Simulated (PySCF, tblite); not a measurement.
# C₆H₁₂SSi₂: infrared bands, NMR shifts and electronic excitations in gas and solvents, part 2 of 2

tblite 0.8.0 and PySCF 2.14.0. Atoms count from 0.

## Step 6: Excited states and response: CAM-B3LYP/def2-SVPD

Job settings and geometry (Å):

```
{"job": {"kind": "uv", "xc": "CAM-B3LYP", "basis": "def2-SVPD", "ip": true}, "charge": 0, "multiplicity": 1}
C      1.910330     2.707766    -0.349862
C      1.348592     1.636620    -0.210045
Si     0.529594     0.007986     0.007562
S      1.676676    -1.205160     1.367676
Si     3.617921    -0.965143     0.471166
C     -1.181868     0.202470     0.735955
C     -2.005316    -1.112776     0.759743
C     -2.729786    -0.646287    -0.517383
C     -2.220585     0.784445    -0.259246
H      2.404200     3.655582    -0.472603
H      0.482160    -0.647954    -1.333569
H      3.513362    -1.049822    -1.016502
H      4.453439    -2.087460     0.986377
H      4.242259     0.335405     0.847759
H     -1.080921     0.730678     1.698014
H     -2.676832    -1.146475     1.631249
H     -1.458745    -2.068626     0.718847
H     -2.282736    -1.081985    -1.423896
H     -3.818401    -0.796204    -0.566733
H     -1.848130     1.358556    -1.123219
H     -2.965302     1.405990     0.261022
```

With the program's defaults for keys left out, this is: TDDFT CAM-B3LYP/def2-SVPD, vertical, gas phase, core orbitals frozen in the response.

Standard output:

```text
coarse grid: 18832 points
cycle   1  E = -1212.1998654631  dE =  9.044e-01  |g| = 4.223e-01  |ddm| = 9.122e+00
cycle   2  E = -1212.2256099557  dE = -2.574e-02  |g| = 3.279e-01  |ddm| = 2.008e+00
cycle   3  E = -1212.2547549920  dE = -2.915e-02  |g| = 6.895e-02  |ddm| = 7.895e-01
cycle   4  E = -1212.2554311305  dE = -6.761e-04  |g| = 4.891e-02  |ddm| = 2.324e-01
cycle   5  E = -1212.2560301641  dE = -5.990e-04  |g| = 9.741e-03  |ddm| = 9.696e-02
cycle   6  E = -1212.2560543335  dE = -2.417e-05  |g| = 2.440e-03  |ddm| = 2.710e-02
cycle   7  E = -1212.2560559989  dE = -1.665e-06  |g| = 4.457e-04  |ddm| = 6.308e-03
final grid: 167312 points
cycle   8  E = -1212.4175637676  dE = -3.547e-05  |g| = 2.716e-03  |ddm| = 1.159e-01
cycle   9  E = -1212.4175640876  dE = -3.200e-07  |g| = 2.603e-03  |ddm| = 1.485e-02
cycle  10  E = -1212.4175658176  dE = -1.730e-06  |g| = 2.271e-04  |ddm| = 5.453e-03
cycle  11  E = -1212.4175658282  dE = -1.060e-08  |g| = 1.410e-04  |ddm| = 1.082e-03
cycle  12  E = -1212.4175658330  dE = -4.735e-09  |g| = 5.352e-05  |ddm| = 3.128e-04
cycle  13  E = -1212.4175658337  dE = -7.408e-10  |g| = 1.304e-05  |ddm| = 1.066e-04
converged SCF energy = -1212.4175658337

Static polarisability (au): isotropic 140.254, principal 111.420 144.438 164.905

Singlet excitations
state   eV       nm        f      main configurations
  1   5.8418    212.2   0.00054   H-2->L 0.25, H-1->L 0.22, H-3->L 0.11
  2   5.9393    208.8   0.01980   H->L 0.81
  3   6.1415    201.9   0.00585   H-2->L+1 0.31, H->L+1 0.18, H-1->L 0.13
  4   6.1860    200.4   0.01112   H-2->L 0.21, H-1->L+1 0.18, H-3->L+1 0.12
  5   6.2474    198.5   0.00460   H->L+2 0.74
  6   6.5133    190.4   0.00273   H->L+1 0.61, H-2->L+1 0.08
  7   7.1032    174.5   0.01684   H->L+7 0.30, H->L+5 0.20, H->L+4 0.15
  8   7.2651    170.7   0.00422   H->L+3 0.44, H->L+4 0.19, H-1->L 0.10
  9   7.2938    170.0   0.02038   H-1->L 0.36, H-3->L 0.23, H->L+3 0.11
 10   7.5338    164.6   0.14168   H-2->L 0.25, H-4->L 0.15, H-5->L 0.14

Triplet excitations (Tamm-Dancoff, eV): 4.8397 5.2872 5.3067 5.6588
Vertical ionisation energy (delta-SCF) = 9.1878 eV
```

Wall time 10 min (1 thread of Arm Neoverse V2, shared host); peak memory 1.7 GiB.

The orbitals next to the gap, with their largest atomic shares:

```
orbital      eV                       atoms
 HOMO−3  -10.06    C1 28 %, C0 25 %, C5 7 %
 HOMO−2   -9.55   C1 29 %, C0 29 %, S3 23 %
 HOMO−1   -9.33   C5 18 %, C1 15 %, C0 15 %
   HOMO   -8.57   S3 67 %, Si4 9 %, Si2 8 %
   LUMO    0.47   C0 20 %, S3 19 %, C1 19 %
 LUMO+1    0.85  C0 23 %, C1 22 %, Si2 18 %
 LUMO+2    1.01  Si4 30 %, S3 25 %, H13 9 %
```

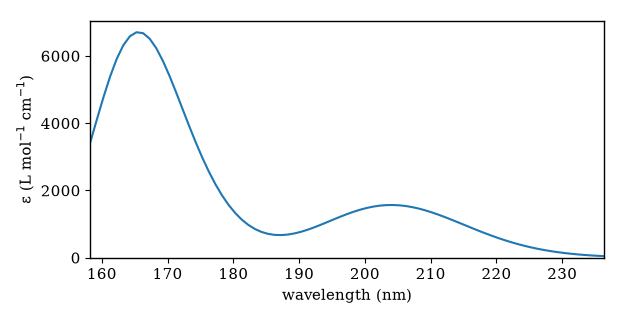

Absorption spectrum: each of the 10 states is a Gaussian band of 0.4 eV half-width at 1/e. Beyond the last state computed it falls off for lack of states.

Ground-state properties from the same run:

```
           property  computed
  dipole moment (D)      1.48
polarisability (Å³)     20.78
 HOMO–LUMO gap (eV)      9.04
      −ε(HOMO) (eV)      8.57
```

## Step 7: Nuclear shieldings: B3LYP/pcSseg-1

The job, as its differences from that of step 6:

```diff
@@ -1,2 +1,2 @@
-{"job": {"kind": "uv", "xc": "CAM-B3LYP", "basis": "def2-SVPD", "ip": true}, "charge": 0, "multiplicity": 1}
+{"job": {"kind": "nmr", "xc": "B3LYP", "basis": "pcSseg-1", "pop": false}, "charge": 0, "multiplicity": 1}
 C      1.910330     2.707766    -0.349862
```

Method: GIAO B3LYP/pcSseg-1 NMR shielding, non-relativistic, gas phase.

Standard output:

```text
coarse grid: 18832 points
cycle   1  E = -1212.8574197429  dE =  7.513e-01  |g| = 5.505e-01  |ddm| = 4.276e+00
cycle   2  E = -1212.8178736432  dE =  3.955e-02  |g| = 6.774e-01  |ddm| = 1.307e+00
cycle   3  E = -1212.9355073631  dE = -1.176e-01  |g| = 1.291e-01  |ddm| = 7.572e-01
cycle   4  E = -1212.9382896787  dE = -2.782e-03  |g| = 7.621e-02  |ddm| = 1.447e-01
cycle   5  E = -1212.9396952600  dE = -1.406e-03  |g| = 2.012e-02  |ddm| = 6.545e-02
cycle   6  E = -1212.9397936490  dE = -9.839e-05  |g| = 4.574e-03  |ddm| = 2.221e-02
cycle   7  E = -1212.9397990535  dE = -5.404e-06  |g| = 9.108e-04  |ddm| = 5.446e-03
final grid: 167312 points
cycle   8  E = -1213.0060790487  dE = -3.386e-05  |g| = 5.506e-03  |ddm| = 2.952e-02
cycle   9  E = -1213.0060733659  dE =  5.683e-06  |g| = 7.260e-03  |ddm| = 1.131e-02
cycle  10  E = -1213.0060867609  dE = -1.339e-05  |g| = 6.984e-04  |ddm| = 6.586e-03
cycle  11  E = -1213.0060868486  dE = -8.772e-08  |g| = 3.588e-04  |ddm| = 9.247e-04
cycle  12  E = -1213.0060868764  dE = -2.784e-08  |g| = 1.509e-04  |ddm| = 3.444e-04
cycle  13  E = -1213.0060868822  dE = -5.755e-09  |g| = 3.090e-05  |ddm| = 1.415e-04
cycle  14  E = -1213.0060868824  dE = -2.217e-10  |g| = 7.870e-06  |ddm| = 3.621e-05
converged SCF energy = -1213.0060868824

GIAO shielding tensors (ppm)
atom      isotropic    diamagn.    paramagn.     s11        s22        s33       span
  0 C       75.883     262.395    -186.512     -9.388     -1.812    238.849    248.237
  1 C       94.147     260.500    -166.353     -5.390     -2.175    290.005    295.395
  2 Si     360.454     882.307    -521.853    315.365    347.350    418.646    103.281
  3 S      797.023    1061.143    -264.120    759.610    782.141    849.318     89.707
  4 Si     388.708     877.301    -488.592    345.365    377.133    443.627     98.263
  5 C      154.311     251.095     -96.784    142.687    154.801    165.446     22.758
  6 C      154.283     248.813     -94.530    138.840    151.412    172.598     33.758
  7 C      156.002     252.157     -96.155    138.960    157.915    171.132     32.172
  8 C      153.995     248.229     -94.235    139.195    151.299    171.490     32.294
  9 H       28.981      33.160      -4.179     23.804     24.450     38.689     14.885
 10 H       26.513      31.295      -4.782     23.668     25.011     30.860      7.192
 11 H       26.856      27.915      -1.059     23.451     25.116     32.001      8.550
 12 H       26.777      26.859      -0.081     22.870     24.313     33.149     10.279
 13 H       26.723      27.624      -0.901     22.809     25.303     32.057      9.248
 14 H       29.663      32.582      -2.918     25.544     29.706     33.740      8.195
 15 H       28.977      29.997      -1.020     25.783     26.929     34.217      8.434
 16 H       29.507      30.865      -1.358     24.800     29.536     34.185      9.385
 17 H       29.335      31.107      -1.772     26.158     28.172     33.675      7.517
 18 H       29.547      28.303       1.244     25.831     26.073     36.736     10.905
 19 H       29.566      30.811      -1.245     25.374     28.485     34.839      9.465
 20 H       28.956      29.970      -1.013     25.918     26.712     34.239      8.320
```

Run time: 47 s. Hardware: 1 thread of Arm Neoverse V2, shared host; peak memory 1.2 GiB.

This run: δ C0 103.4, C1 85.1, C8 25.2, C6 25.0, H10 4.87, H11 4.60 ppm (means over like atoms).

## Step 8: Shielding tensors: PBE0/pcSseg-1 in chloroform

The job, as its differences from that of step 7:

```diff
@@ -1,2 +1,2 @@
-{"job": {"kind": "nmr", "xc": "B3LYP", "basis": "pcSseg-1", "pop": false}, "charge": 0, "multiplicity": 1}
+{"job": {"kind": "nmr", "xc": "PBE0", "basis": "pcSseg-1", "solvent": "chloroform", "pop": true}, "charge": 0, "multiplicity": 1}
 C      1.910330     2.707766    -0.349862
```

With the program's defaults for keys left out, this is: GIAO PBE0/pcSseg-1 NMR shielding, non-relativistic, IEF-PCM chloroform.

Standard output:

```text
coarse grid: 18832 points
cycle   1  E = -1212.1498568474  dE =  7.897e-01  |g| = 4.725e-01  |ddm| = 4.252e+00
cycle   2  E = -1212.1428351187  dE =  7.022e-03  |g| = 5.093e-01  |ddm| = 1.008e+00
cycle   3  E = -1212.2088438443  dE = -6.601e-02  |g| = 7.887e-02  |ddm| = 5.343e-01
cycle   4  E = -1212.2097324118  dE = -8.886e-04  |g| = 4.981e-02  |ddm| = 9.121e-02
cycle   5  E = -1212.2103181982  dE = -5.858e-04  |g| = 1.505e-02  |ddm| = 4.353e-02
cycle   6  E = -1212.2103725976  dE = -5.440e-05  |g| = 3.458e-03  |ddm| = 1.432e-02
cycle   7  E = -1212.2103755866  dE = -2.989e-06  |g| = 4.911e-04  |ddm| = 3.618e-03
final grid: 167312 points
cycle   8  E = -1212.2682621886  dE = -3.621e-05  |g| = 8.195e-03  |ddm| = 3.721e-02
cycle   9  E = -1212.2682525564  dE =  9.632e-06  |g| = 1.024e-02  |ddm| = 1.831e-02
cycle  10  E = -1212.2682795598  dE = -2.700e-05  |g| = 6.640e-04  |ddm| = 1.007e-02
cycle  11  E = -1212.2682796518  dE = -9.199e-08  |g| = 2.393e-04  |ddm| = 8.876e-04
cycle  12  E = -1212.2682796646  dE = -1.285e-08  |g| = 1.021e-04  |ddm| = 2.811e-04
cycle  13  E = -1212.2682796670  dE = -2.313e-09  |g| = 3.941e-05  |ddm| = 9.889e-05
cycle  14  E = -1212.2682796673  dE = -3.913e-10  |g| = 6.768e-06  |ddm| = 3.561e-05
converged SCF energy = -1212.2682796673

GIAO shielding tensors (ppm)
atom      isotropic    diamagn.    paramagn.     s11        s22        s33       span
  0 C       75.698     262.050    -186.352    -10.130     -2.557    239.781    249.911
  1 C       98.875     261.920    -163.045      1.472      4.616    290.538    289.065
  2 Si     374.823     881.947    -507.124    330.664    362.537    431.269    100.605
  3 S      823.873    1060.812    -236.939    790.108    808.085    873.427     83.320
  4 Si     401.869     877.260    -475.391    359.614    391.126    454.867     95.253
  5 C      161.327     251.276     -89.949    149.915    161.024    173.042     23.128
  6 C      160.927     249.176     -88.249    145.586    158.286    178.909     33.323
  7 C      162.521     253.057     -90.536    145.270    164.919    177.375     32.105
  8 C      160.613     248.500     -87.887    145.783    158.089    177.968     32.186
  9 H       28.368      32.476      -4.108     23.010     23.647     38.448     15.438
 10 H       26.286      30.298      -4.012     23.345     24.800     30.712      7.367
 11 H       26.624      27.325      -0.701     23.098     24.906     31.867      8.769
 12 H       26.522      26.607      -0.085     22.513     24.016     33.037     10.524
 13 H       26.535      27.280      -0.745     22.543     25.084     31.978      9.435
 14 H       29.423      32.244      -2.821     25.024     29.367     33.880      8.856
 15 H       28.756      30.115      -1.359     25.386     26.538     34.344      8.958
 16 H       29.431      30.427      -0.995     24.518     29.367     34.408      9.890
 17 H       29.154      30.516      -1.363     25.813     27.959     33.689      7.876
 18 H       29.400      28.661       0.738     25.489     25.722     36.988     11.500
 19 H       29.444      30.291      -0.847     25.036     28.250     35.047     10.012
 20 H       28.729      30.060      -1.332     25.510     26.313     34.363      8.853
```

It took 53 s on 1 thread of Arm Neoverse V2, shared host; peak memory 1.3 GiB.

This run: δ C0 109.5, C1 86.3, C8 24.6, C6 24.2, H10 4.96, H11 4.69 ppm (means over like atoms).

## Step 9: NMR shieldings: PBE0/pcSseg-1 in dimethylsulfoxide

The job, as its differences from that of step 8:

```diff
@@ -1,2 +1,2 @@
-{"job": {"kind": "nmr", "xc": "PBE0", "basis": "pcSseg-1", "solvent": "chloroform", "pop": true}, "charge": 0, "multiplicity": 1}
+{"job": {"kind": "nmr", "xc": "PBE0", "basis": "pcSseg-1", "solvent": "dimethylsulfoxide", "pop": false}, "charge": 0, "multiplicity": 1}
 C      1.910330     2.707766    -0.349862
```

Level: GIAO PBE0/pcSseg-1 NMR shielding, non-relativistic, IEF-PCM dimethylsulfoxide.

Standard output:

```text
coarse grid: 18832 points
cycle   1  E = -1212.1526738242  dE =  7.871e-01  |g| = 4.695e-01  |ddm| = 4.252e+00
cycle   2  E = -1212.1475294020  dE =  5.144e-03  |g| = 4.998e-01  |ddm| = 9.803e-01
cycle   3  E = -1212.2110294920  dE = -6.350e-02  |g| = 7.101e-02  |ddm| = 5.163e-01
cycle   4  E = -1212.2117652471  dE = -7.358e-04  |g| = 4.370e-02  |ddm| = 8.384e-02
cycle   5  E = -1212.2122060030  dE = -4.408e-04  |g| = 1.460e-02  |ddm| = 3.950e-02
cycle   6  E = -1212.2122569738  dE = -5.097e-05  |g| = 3.457e-03  |ddm| = 1.310e-02
cycle   7  E = -1212.2122599421  dE = -2.968e-06  |g| = 4.511e-04  |ddm| = 3.448e-03
final grid: 167312 points
cycle   8  E = -1212.2701372934  dE = -3.638e-05  |g| = 8.186e-03  |ddm| = 3.737e-02
cycle   9  E = -1212.2701282582  dE =  9.035e-06  |g| = 1.014e-02  |ddm| = 1.806e-02
cycle  10  E = -1212.2701546312  dE = -2.637e-05  |g| = 6.633e-04  |ddm| = 9.804e-03
cycle  11  E = -1212.2701547255  dE = -9.436e-08  |g| = 2.188e-04  |ddm| = 8.771e-04
cycle  12  E = -1212.2701547370  dE = -1.144e-08  |g| = 7.664e-05  |ddm| = 2.597e-04
cycle  13  E = -1212.2701547381  dE = -1.110e-09  |g| = 4.056e-05  |ddm| = 8.461e-05
cycle  14  E = -1212.2701547385  dE = -4.172e-10  |g| = 6.585e-06  |ddm| = 3.259e-05
converged SCF energy = -1212.2701547385

GIAO shielding tensors (ppm)
atom      isotropic    diamagn.    paramagn.     s11        s22        s33       span
  0 C       74.620     261.660    -187.040    -11.813     -4.247    239.921    251.734
  1 C       99.167     262.041    -162.874      1.925      5.093    290.482    288.557
  2 Si     374.820     882.005    -507.185    330.410    362.637    431.412    101.002
  3 S      825.644    1060.953    -235.309    791.967    809.529    875.435     83.468
  4 Si     401.801     877.224    -475.423    359.847    391.033    454.523     94.675
  5 C      161.333     251.390     -90.058    150.070    160.787    173.141     23.071
  6 C      161.076     249.308     -88.233    145.683    158.421    179.123     33.440
  7 C      162.640     253.100     -90.460    145.256    165.057    177.606     32.350
  8 C      160.784     248.596     -87.812    145.892    158.211    178.248     32.355
  9 H       28.203      32.314      -4.110     22.812     23.443     38.356     15.544
 10 H       26.267      30.275      -4.009     23.321     24.772     30.707      7.386
 11 H       26.599      27.264      -0.666     23.063     24.883     31.850      8.786
 12 H       26.499      26.568      -0.069     22.475     23.992     33.029     10.553
 13 H       26.538      27.264      -0.726     22.544     25.083     31.987      9.443
 14 H       29.402      32.221      -2.819     24.998     29.350     33.858      8.860
 15 H       28.723      30.072      -1.349     25.348     26.496     34.324      8.976
 16 H       29.451      30.474      -1.023     24.536     29.389     34.427      9.892
 17 H       29.124      30.500      -1.376     25.780     27.927     33.665      7.885
 18 H       29.378      28.622       0.756     25.458     25.692     36.983     11.525
 19 H       29.437      30.289      -0.852     25.022     28.238     35.050     10.028
 20 H       28.691      30.007      -1.315     25.463     26.265     34.346      8.883
```

Run time: 50 s. Hardware: 1 thread of Arm Neoverse V2, shared host; peak memory 1.3 GiB.

In short: δ C0 110.9, C1 86.3, C8 24.7, C6 24.4, H10 4.97, H11 4.69 ppm (means over like atoms).

## Step 10: Run by run: NMR shifts

Shifts (ppm) of some atoms, chosen among heavy atoms and hydrogens apart, with basis size and wall time:

```
                               run     C0    C1    C6    C5    H9   H20    S3  functions  time
                     PBE0/pcSseg-1  106.3  86.0  23.8  23.1  2.50  2.45  -324        234  50 s
                    B3LYP/pcSseg-1  103.4  85.1  25.0  24.9  2.40  2.43  -312        234  47 s
       PBE0/pcSseg-1 in chloroform  109.5  86.3  24.2  23.8  2.88  2.52  -328        234  53 s
PBE0/pcSseg-1 in dimethylsulfoxide  110.9  86.3  24.4  24.1  3.04  2.55  -330        234  50 s
```

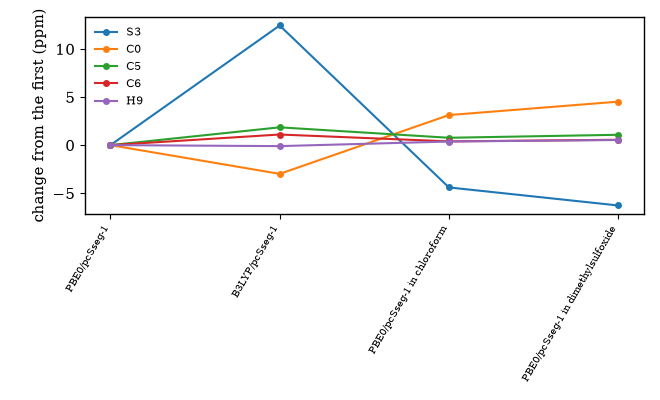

How five of the tabulated atoms move from run to run.

The continuum's effect on the ground state:

```
          solvent      ε  polarisation energy (Eh)  μ (D)
       chloroform   4.71                   -0.0050   1.99
dimethylsulfoxide  46.83                   -0.0073   2.14
```

## Step 11: Outcome

The summary covers parts 1 to 2.

| quantity | value |
| --- | --- |
| strongest single infrared mode (GFN2-xTB) | 771 cm⁻¹, 387 km/mol |
| zero-point energy (GFN2-xTB) | 96.6 kcal/mol |
| point group | C1 |
| rotational constants (main isotopes) | 1.59, 0.61, 0.48 GHz |
| 13C shifts against TMS (PBE0/pcSseg-1) | 106.3, 86.0, 24.2, 23.8, 23.1, 22.2 ppm |
| 1H shifts against TMS (PBE0/pcSseg-1, means over atoms taken as alike) | 4.96, 4.68, 2.50, 2.45, 2.43, 2.06, 1.86, 1.82, 1.80, 1.75 ppm |
| 29Si shifts against TMS (PBE0/pcSseg-1) | -22.9, -50.1 ppm |
| 33S shifts against CS2 (PBE0/pcSseg-1) | -324 ppm |
| lowest singlet (CAM-B3LYP/def2-SVPD) | 5.84 eV (212 nm), f = 0.001 |
| brightest single state of those computed | state 10, 7.53 eV, f = 0.142 |
| lowest triplet | 4.84 eV |
| vertical ionisation energy (ΔSCF) | 9.19 eV |
| range of the shift of S3 (PBE0/pcSseg-1 runs) | -330 to -324 ppm |

Relaxing lowered the energy by 0.706 eV in 133 steps; the close pair that moved most is C5–C8, from 1.495 to 1.539 Å (GFN2-xTB). All 57 modes are real, so the xTB geometry is a minimum. The strongest single mode, at 771 cm⁻¹, moves mainly H12 and H11. GFN2-xTB is a fitted tight-binding method: band positions and strengths are rough. Its intensities can rank the bands wrongly. Over 12 steps the energy fell by 0.324 eV; of the close pairs, Si4–H12 changed most, 1.429 to 1.491 Å (PBE0/def2-SVP). At PBE0/pcSseg-1: The widest tensor belongs to C1: span 290 ppm, with a paramagnetic part of -163 ppm. The first singlet state (HOMO−2→LUMO 0.25, HOMO−1→LUMO 0.22) lies at 5.84 eV and is dark; of the 10 states computed, the strongest absorption comes from state 10 at 7.53 eV (the last computed, so partners may be missing). The lowest triplet lies 1.00 eV below the lowest singlet (triplets in Tamm-Dancoff, singlets in full TDDFT). ΔSCF puts the ionisation energy at 9.19 eV, 0.62 eV above −ε(HOMO). At one level, PBE0/pcSseg-1: In ppm, S3 moves most: its shift spreads over 6 ppm, from -330 (PBE0/pcSseg-1 in dimethylsulfoxide) to -324 (PBE0/pcSseg-1). The continuum holds electrostatics alone: no hydrogen bonds to the solvent, and the gas-phase geometry is kept.
